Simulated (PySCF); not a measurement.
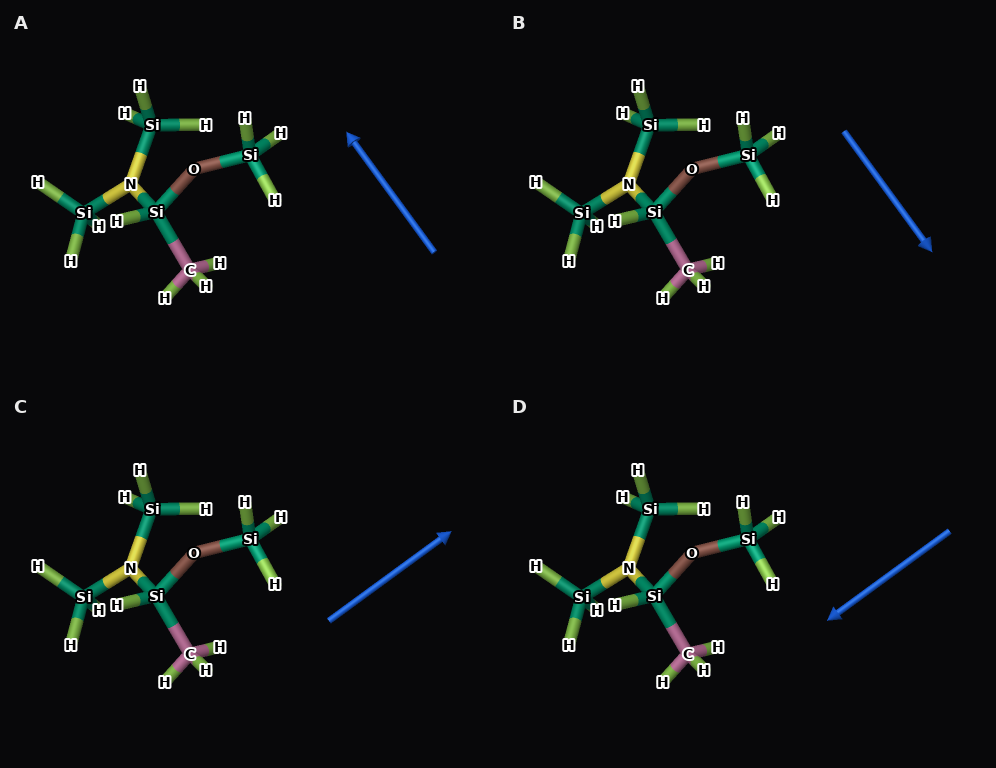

The same molecule four times, each with an arrow. The computed structure is the end point of a PBE0-D3(BJ)/def2-SVP optimisation. No frequency run is at hand to confirm it as a minimum. Level of theory: CAM-B3LYP/def2-SVPD, gas phase (PySCF 2.14.0).

Which arrow points along the dipole moment, from the negative to the positive end?

B. The dipole moment is 1.17 D.
